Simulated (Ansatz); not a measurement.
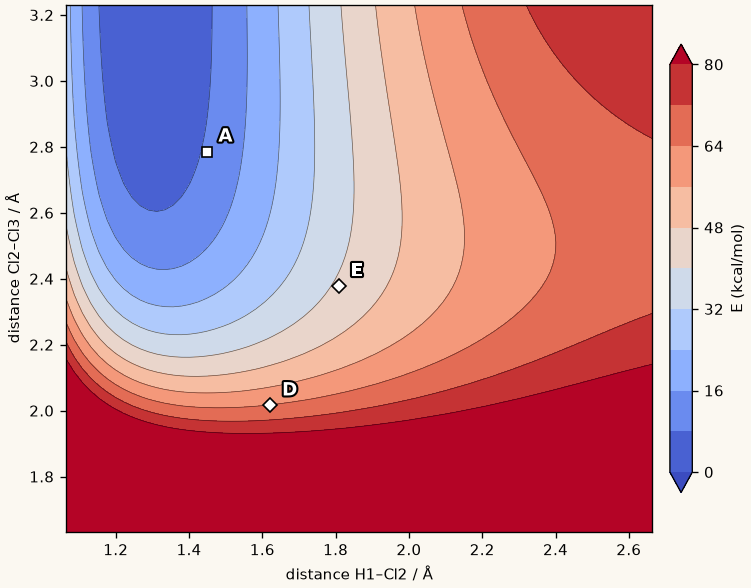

The system H⁻ + Cl₂. 
- The first coordinate is: distance H1–Cl2; the second: distance Cl2–Cl3.
- Nothing is relaxed (the angle H1–Cl2–Cl3 is fixed at 180 degrees).
- The scan uses a 10 × 10 grid.
- Points are written as (first, second).
- Energies: kcal/mol, counted from the lowest grid point.
- The restricted reference is unstable at some or all points, so the energies there are unreliable.
- Method: Ansatz, RHF-CCSD(T), frozen core/def2-TZVPD.

The picture shows filled contours, one colour for all values above the top of the scale, lettered points. Between grid points the surface is interpolated.

What kind of point is each of A, D, E: minimum, saddle, maximum or slope?

Answer. A: on a slope; D: on a slope; E: on a slope. (In these two coordinates alone; a stationary point may lie a little off the grid point.)

Rank the lettered points by energy, lowest first.

Answer. A (9 kcal/mol), E (41 kcal/mol), D (64 kcal/mol).
